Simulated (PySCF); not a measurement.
SMILES [SiH2]([SiH2]N)[SiH2]N (H10N2Si3), GFN2-xTB optimised geometry. Atoms within 1.6 Å of the plane z = 0.0 Å (x, y, z in Å): Si1 (-2.52, -0.08, 0.00), N2 (-3.29, -0.81, 1.37), Si3 (-0.20, -0.08, 0.00), H6 (-3.07, 1.28, 0.00), H7 (-3.07, -0.83, -1.13), H8 (-3.19, -1.80, 1.49), H10 (0.30, -1.47, 0.15), H11 (0.29, 0.51, 1.27), H15 (3.07, 1.47, -1.04).

Level of theory: PBE0/def2-TZVP (PySCF). Cells within 0.4 Å of a nucleus heavier than hydrogen are left out (blank, or x).

Map of the deformation density (molecule minus spherical neutral atoms) (e/bohr³) on the plane z = 0.0 Å:

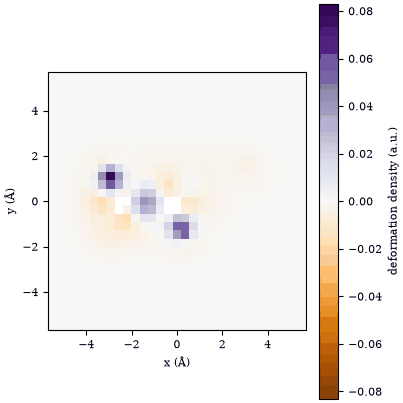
Fig. 1. Deformation density (molecule minus spherical neutral atoms) (e/bohr³) on the plane z = 0.0 Å.
